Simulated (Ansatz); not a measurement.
```json
{"atom": "O", "x (Å)": "1.4938", "y (Å)": "-1.6320", "z (Å)": "0.0501"}
{"atom": "Si", "x (Å)": "1.3645", "y (Å)": "-2.9851", "z (Å)": "-1.0137"}
{"atom": "Si", "x (Å)": "-0.5565", "y (Å)": "-2.7561", "z (Å)": "-2.2465"}
{"atom": "Si", "x (Å)": "0.0085", "y (Å)": "-1.1642", "z (Å)": "-0.6945"}
```

Geometry: PBE0-D3(BJ)/def2-SVP.

Theory: isolated molecule in a Gaussian basis; Kohn-Sham density functional theory, functional PBE0 in Ansatz 0.2.0.

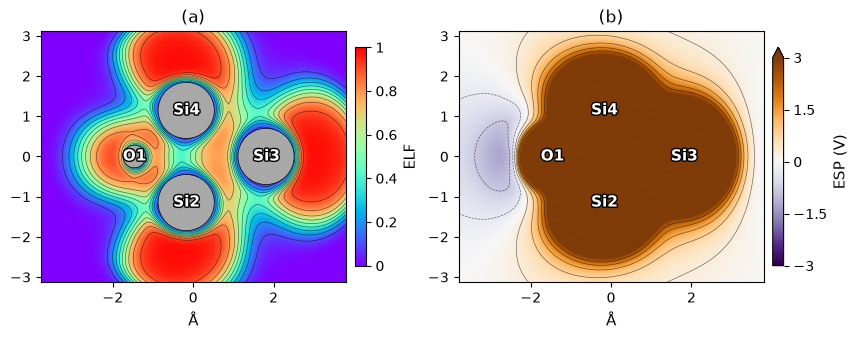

OSi₃. (a) electron localisation function; (b) electrostatic potential on the molecular plane. Grey discs cover the atomic cores in the ELF map.

**What do the fields say about this system?**

- Atoms in the plane: O and Si.
- Si–O (1.73 Å): the ELF peaks at about 0.85 between the atoms; a shared but strongly polarised pair.
- Si–Si (2.29 Å): the ELF is about 0.45 at the midpoint.
- The ELF also peaks beside Si2, O1, Si3 and Si4, away from the bonds: lone-pair regions.
- Outside the dense part of the molecule the potential is most negative (−1.2 V) near O1.
